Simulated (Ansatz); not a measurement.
# CH4AlNS: the cost of one run

The runs use Ansatz 0.2.0, Gaussian basis; the settings change from run to run.

**1. The geometry**

An earlier PBE0-D4 in a triple-zeta def2 set relaxation fixed the geometry.

SMILES `C=[N][AlH][SH]`, 8 atoms, charge 0, spin multiplicity 1.

Atoms are counted from 1 here; the program's logs count them from 0.

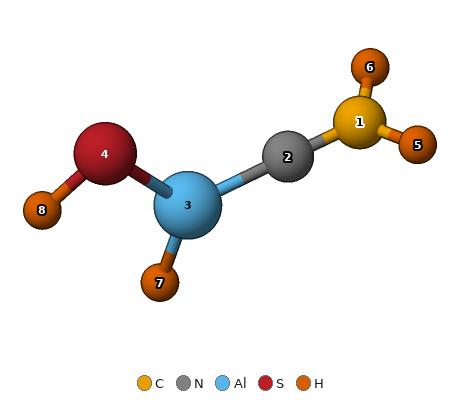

The structure; carbon amber, nitrogen grey, aluminium blue, sulfur red, hydrogen orange; atoms are numbered from 1 in the order of the file.

**2. wB97M-V/def2-mTZVPP**

This run has charge +1, multiplicity 2, high accuracy.

in.yaml reads:

```yaml
crystal:
  periodic: [false, false, false]
  atoms:
    - {symbol: C, position_ang: [-0.473689, 1.945014, 0.094108]}
    - {symbol: N, position_ang: [-0.140028, 0.766120, -0.111343]}
    - {symbol: Al, position_ang: [0.336001, -0.884161, -0.404934]}
    - {symbol: S, position_ang: [0.152320, -2.275771, 1.268546]}
    - {symbol: H, position_ang: [0.235257, 2.707024, 0.454446]}
    - {symbol: H, position_ang: [-1.500928, 2.306768, -0.070463]}
    - {symbol: H, position_ang: [0.868306, -1.320034, -1.820113]}
    - {symbol: H, position_ang: [0.614959, -3.301959, 0.533854]}
basis:
  gaussian: {orbitals: def2-mTZVPP}
total_charge: 1
magnetization: {spin_polarized: true, initial_magnetization: 1}
hamiltonian: {xc: {name: wB97M-V}}
accuracy: high
```

On the command line:

```sh
ansatz run in.yaml --threads 2 --pin off --events-out ev --progress --plain --max-ram 4352MiB
```

Q: Estimate wall time and peak memory on 2 threads of AMD EPYC 7B13, shared host.

About 55 s, with a peak of 1.3 GiB.
